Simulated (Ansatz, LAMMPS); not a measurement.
# Static equation of state of amorphous 29Ga2O3-71GeO2 (mol %) (86 atoms)

Density of this cell: 4.32 g/cm³. The cell holds 86 atoms: 14 Ga, 17 Ge and 55 O. Its edges and angles: a = 10.611 Å, b = 10.651 Å, c = 10.531 Å, α = 89.6°, β = 86.3°, γ = 89.5°. The starting structure: 86 atoms (14 Fe, 17 Ge, 55 O) placed at random at 3.93 g/cm³, melted at 5000 K for 10 ps at fixed volume with the Morse and Coulomb pair potential with partial charges (Pedone, Malavasi, Menziani, Cormack and Segre, J. Phys. Chem. B 110, 11780 (2006)). Quenched from 5000 K to 300 K at 100 K/ps and fixed volume, held 5 ps, then minimised at fixed cell. Then Fe was replaced by Ga and the cell scaled by 1.006 (the potential has no terms for the new elements, so the cell is a start for a DFT relaxation).

Calculated with Ansatz 0.2.0: Kohn-Sham DFT, PBE, PAW (set soft_2), plane waves; cutoff 420 eV, Γ point, gaussian smearing of 0.025 eV. Cell and atoms were relaxed first, to V0 = 13.811 Å³ an atom at a residual P0 = 0.008 GPa. The cell was then scaled evenly, and the atoms were relaxed at each volume.

```
volume (Å³/atom)  pressure (GPa)
          12.430           5.602
          12.982               ?
          13.396           1.625
          14.225          -1.334
          14.639          -2.388
```

**Question.** Fit the third-order Birch–Murnaghan equation to the rows given and interpolate to the withheld row.

**Working.**

Take the Eulerian strain f = ½[(V0/V)^(2/3) − 1] and the normalised pressure F = (P − P0) / [3f(1 + 2f)^(5/2)]. The third-order Birch–Murnaghan equation is then the line F = B0 + (3/2)B0(B′ − 4) f, so u = f and v = F.

| u = f | v = F (GPa) |
| --- | --- |
| 0.0363828 | 43.0003 |
| 0.0102569 | 49.9530 |
| -0.00975652 | 48.1525 |
| -0.0190507 | 46.1984 |

With n = 4: mean u = 0.00445814, mean v = 46.8261, Σ(u − ū)² = 0.0018075, Σ(u − ū)(v − v̄) = -0.10810. Slope b = -0.10810 / 0.0018075 = -59.807; intercept a = v̄ − b ū = 47.093.

So B0 = a = 47.1 GPa and B′ = 4 + 2b/(3a) = 3.15. At the withheld volume f = 0.02106, F = a + b f = 45.83 GPa, and P = P0 + 3f(1 + 2f)^(5/2) F.

Prediction at 12.982: 3.218 GPa. The run gave 3.429 GPa, so the fit is low by 0.21 GPa (6.2 % of the value).

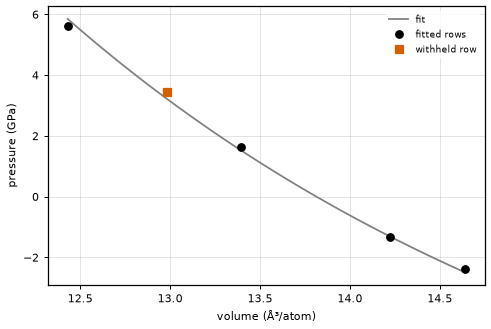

The fit, the rows that it rests on and the withheld row.

The series isn't one smooth equation of state: even a line fitted to all rows, the withheld one included, misses F by up to 7.2 %, the count of bonds changes along the series and an atom moves over 0.5 Å in some relaxation. B0 and B′ are then only the numbers of this fit, not moduli of the material. Among the rows given, the largest miss of the fit is at 12.430, by 0.25 GPa (3.1 % of the range of the table).

Limits: Static cells at zero temperature; the cell shape is held. The program notes that the SCF threshold of these relaxations is loose for the stress. The quench rate of 100 K/ps is many orders above laboratory rates, so the cell is likely richer in defects and strain than a real sample. The network of bonds at the start is that of the classical potential that made the cell, and needn't be the one that DFT or experiment would give. Only the Γ point is sampled, in a cell whose shortest periodic width is 11 Å.

[Logs are printed without paths, hosts, clocks, repeated set-up lines and the standing remarks that a program may print on its own settings, such as how far it seeks lower states.]

[Hosts, paths, dates, database ids (printed as entryN), source tags and the programs' standing remarks are cut or masked in the printed files.]
